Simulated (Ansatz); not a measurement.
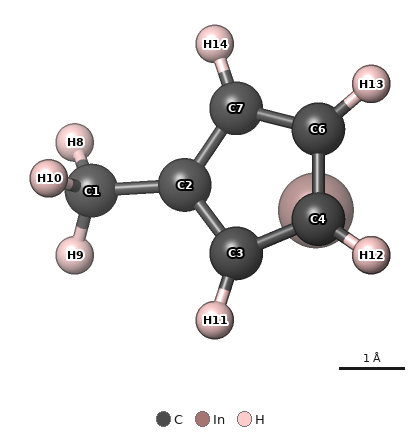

Fig. 1: The structure of run 1 (ball-and-stick view, seen at a tilt; atoms are numbered from 1 in the order of the input). Sticks mark near contacts.

# Two runs on C6H7In

System: C6H7In.
Method of run 1: RHF/def2-SVP (Ansatz 0.2.0).

Text and figures count atoms from 1; the logs count them from 0 in places.

### Input, run 1
```yaml
crystal:
  periodic: [false, false, false]
  atoms:
    - { symbol: C, position_ang: [2.76198899, 0.20712821, -0.94090344] }
    - { symbol: C, position_ang: [1.27145904, 0.23083738, -1.12951232] }
    - { symbol: C, position_ang: [0.44593963, -0.87487664, -1.52051992] }
    - { symbol: C, position_ang: [-0.89040936, -0.40064714, -1.72097871] }
    - { symbol: In, position_ang: [-0.47342101, -0.18814102, 0.94436617] }
    - { symbol: C, position_ang: [-0.90263623, 1.00164685, -1.44794827] }
    - { symbol: C, position_ang: [0.4262081, 1.388426, -1.07986282] }
    - { symbol: H, position_ang: [3.10135511, 0.98486439, -0.22768657] }
    - { symbol: H, position_ang: [3.11634835, -0.77459909, -0.56764401] }
    - { symbol: H, position_ang: [3.28668609, 0.3974327, -1.90264902] }
    - { symbol: H, position_ang: [0.79763721, -1.9024594, -1.68621034] }
    - { symbol: H, position_ang: [-1.74618267, -1.00267172, -2.05393298] }
    - { symbol: H, position_ang: [-1.76949708, 1.67012587, -1.53349704] }
    - { symbol: H, position_ang: [0.76010384, 2.40884359, -0.84679073] }
basis:
  gaussian: { orbitals: def2-SVP }
hamiltonian:
  xc: hf
relax:
  f_tol: 0.004
  max_steps: 150
```

Launched with:
```bash
ansatz run input.yaml --threads 4 --pin off --max-ram 10240MiB --backend cpu --events-out ev --progress --plain --runs-dir out
```

Hardware: 4 threads of Intel Xeon @ 2.90GHz (Ice Lake), 64 GiB of memory available, shared host.

### Output, shortened to warnings, some set-up lines, iterations and results (run 1)
```
[...]
mean field evaluation 1: about -11433.1734 eV, gradient 3.7e1 eV
mean field evaluation 2: about -11433.3869 eV, gradient 3.6e1 eV
mean field evaluation 4: about -11437.7251 eV, gradient 4.8e0 eV
mean field evaluation 8: about -11437.8113 eV, gradient 2.3e-1 eV
relax step   1: F+E_penalty+E_count = -11437.81156500 eV  Δ(F+E_penalty+E_count) = +0.000e0 eV  max|allowed force component| = 1.152e0 eV/Å  Δτ_max = 0.0000 Å  (37 SCF iters, …
mean field evaluation 16: about -11437.8822 eV, gradient 5.4e-1 eV
relax step   2: F+E_penalty+E_count = -11437.88312012 eV  Δ(F+E_penalty+E_count) = -7.156e-2 eV  max|allowed force component| = 4.823e-1 eV/Å  Δτ_max = 0.0715 Å  (34 SCF …
relax step   3: F+E_penalty+E_count = -11437.90098673 eV  Δ(F+E_penalty+E_count) = -1.787e-2 eV  max|allowed force component| = 5.884e-2 eV/Å  Δτ_max = 0.0333 Å  (35 SCF …
mean field evaluation 32: about -11437.9020 eV, gradient 2.5e-3 eV
relax step   4: F+E_penalty+E_count = -11437.90199876 eV  Δ(F+E_penalty+E_count) = -1.012e-3 eV  max|allowed force component| = 2.482e-2 eV/Å  Δτ_max = 0.0164 Å  (35 SCF …
relax step   5: F+E_penalty+E_count = -11437.90211546 eV  Δ(F+E_penalty+E_count) = -1.167e-4 eV  max|allowed force component| = 1.080e-2 eV/Å  Δτ_max = 0.0043 Å  (29 SCF …
relax step   6: F+E_penalty+E_count = -11437.90211999 eV  Δ(F+E_penalty+E_count) = -4.525e-6 eV  max|allowed force component| = 4.559e-3 eV/Å  Δτ_max = 0.0010 Å  (24 SCF …
relax step   7: F+E_penalty+E_count = -11437.90212109 eV  Δ(F+E_penalty+E_count) = -1.102e-6 eV  max|allowed force component| = 8.707e-4 eV/Å  Δτ_max = 0.0005 Å  (23 SCF …
1755 factors; integrals over basis functions are off by at most 3.6e-4 eV
mean field -11437.90212109 eV, -420.3351500615 hartree, gradient 3.9e-5 eV, S^2 0.000000; 1 other end points of the search recorded, 0 dependent functions left out
the calculation of the forces begins
reference -11437.90212109 eV, -420.3351500615 hartree; 32, 32 occupied and 113, 113 virtual orbitals, 1755 factors
Total energy: -11437.90212109 eV, -420.3351500615 hartree
Atom 0 at     2.752167     0.207654    -0.944180 Å, force     0.000244    -0.000107     0.000580 eV/Å
Atom 1 at     1.257778     0.229824    -1.125010 Å, force    -0.000122    -0.000128     0.000709 eV/Å
Atom 2 at     0.444860    -0.861856    -1.509872 Å, force    -0.000490    -0.000215    -0.000157 eV/Å
Atom 3 at    -0.875181    -0.392243    -1.710689 Å, force     0.000496     0.000063     0.000040 eV/Å
Atom 4 at    -0.461755    -0.183273     0.920957 Å, force     0.000143    -0.000009     0.000080 eV/Å
Atom 5 at    -0.887215     0.990245    -1.441659 Å, force     0.000430    -0.000088    -0.000045 eV/Å
Atom 6 at     0.425418     1.372362    -1.075109 Å, force    -0.000505     0.000202    -0.000115 eV/Å
Atom 7 at     3.082091     0.972591    -0.240123 Å, force    -0.000471     0.000557    -0.000613 eV/Å
Atom 8 at     3.097100    -0.759391    -0.576045 Å, force    -0.000475    -0.000324    -0.000848 eV/Å
Atom 9 at     3.259472     0.396237    -1.893843 Å, force     0.000871    -0.000012     0.000248 eV/Å
Atom 10 at     0.789468    -1.872174    -1.679942 Å, force    -0.000170    -0.000182     0.000005 eV/Å
Atom 11 at    -1.714093    -0.982724    -2.048912 Å, force     0.000123    -0.000142    -0.000004 eV/Å
Atom 12 at    -1.737017     1.650299    -1.536535 Å, force     0.000131     0.000199     0.000054 eV/Å
Atom 13 at     0.752488     2.378358    -0.852808 Å, force    -0.000206     0.000186     0.000064 eV/Å
Dipole moment:     0.011774    -0.036521     0.188164 e Å
```

For run 2 the input was changed thus:
```diff
-  xc: hf
+  xc: pbe
+  dispersion: d4
```

How does run 2 compare with run 1?

The total energies belong to different models, so their difference says nothing on which is more stable or more accurate. The functional changes from hf to PBE. On the same kind of shared host run 2 took about 0.43 times as long.

### Output, shortened to warnings, some set-up lines, iterations and results (run 2)
```
[...]
mean field evaluation 1: about -11481.1276 eV, gradient 7.5e1 eV
mean field evaluation 2: about -11359.9036 eV, gradient 2.0e2 eV
mean field evaluation 4: about -11496.9775 eV, gradient 1.8e1 eV
mean field evaluation 8: about -11497.8374 eV, gradient 2.8e-1 eV
mean field evaluation 16: about -11497.7581 eV, gradient 2.5e-3 eV
relax step   1: F+E_penalty+E_count = -11498.18977971 eV  Δ(F+E_penalty+E_count) = +0.000e0 eV  max|allowed force component| = 1.977e-2 eV/Å  Δτ_max = 0.0000 Å  (31 SCF …
relax step   2: F+E_penalty+E_count = -11498.18978497 eV  Δ(F+E_penalty+E_count) = -5.256e-6 eV  max|allowed force component| = 1.688e-2 eV/Å  Δτ_max = 0.0038 Å  (33 SCF …
mean field evaluation 32: about -11497.7583 eV, gradient 2.1e-4 eV
relax step   3: F+E_penalty+E_count = -11498.18981324 eV  Δ(F+E_penalty+E_count) = -2.827e-5 eV  max|allowed force component| = 4.954e-3 eV/Å  Δτ_max = 0.0018 Å  (23 SCF …
relax step   4: F+E_penalty+E_count = -11498.18981435 eV  Δ(F+E_penalty+E_count) = -1.104e-6 eV  max|allowed force component| = 1.796e-3 eV/Å  Δτ_max = 0.0002 Å  (20 SCF …
1670 factors; their error is unknown
mean field -11497.75827116 eV, -422.5348230047 hartree, gradient 3.1e-5 eV, S^2 0.000000; 1 other end points of the search recorded, 0 dependent functions left out
the calculation of the forces begins
reference -11497.75831188 eV, -422.5348245012 hartree; 32, 32 occupied and 113, 113 virtual orbitals, 1670 factors
Total energy: -11498.18985507 eV, -422.5506834207 hartree
Atom 0 at     2.761966     0.207302    -0.941894 Å, force     0.001170    -0.000011     0.000521 eV/Å
Atom 1 at     1.271146     0.230783    -1.129288 Å, force    -0.001796    -0.000136     0.000118 eV/Å
Atom 2 at     0.445983    -0.875479    -1.519730 Å, force    -0.000262    -0.000945    -0.000443 eV/Å
Atom 3 at    -0.889920    -0.400649    -1.721076 Å, force     0.000673    -0.000033     0.000281 eV/Å
Atom 4 at    -0.475160    -0.188041     0.944058 Å, force    -0.000142    -0.000001     0.000030 eV/Å
Atom 5 at    -0.902149     1.001702    -1.448071 Å, force     0.000675    -0.000067     0.000248 eV/Å
Atom 6 at     0.426250     1.388693    -1.078964 Å, force    -0.000176     0.001090    -0.000174 eV/Å
Atom 7 at     3.101004     0.984998    -0.228617 Å, force    -0.000161    -0.000072    -0.000245 eV/Å
Atom 8 at     3.116156    -0.774526    -0.568946 Å, force    -0.000126     0.000057    -0.000299 eV/Å
Atom 9 at     3.287413     0.397755    -1.903262 Å, force     0.000408     0.000085    -0.000122 eV/Å
Atom 10 at     0.797525    -1.903330    -1.684503 Å, force     0.000087     0.000094     0.000124 eV/Å
Atom 11 at    -1.745653    -1.002484    -2.054382 Å, force    -0.000191     0.000233    -0.000015 eV/Å
Atom 12 at    -1.768953     1.670152    -1.534092 Å, force    -0.000187    -0.000205    -0.000097 eV/Å
Atom 13 at     0.759974     2.409035    -0.845003 Å, force     0.000027    -0.000090     0.000075 eV/Å
Dipole moment:     0.010188    -0.046990     0.241728 e Å
```

### The two runs side by side

| quantity | run 1 | run 2 |
| --- | --- | --- |
| outcome | converged | converged |
| total energy (hartree) | −420.335150 | −422.550683 |
| largest force (eV/Å) | 0.001 | 0.002 |
| basis functions | 145 | 145 |
| wall time (shared host) | 19 s | 8.1 s |
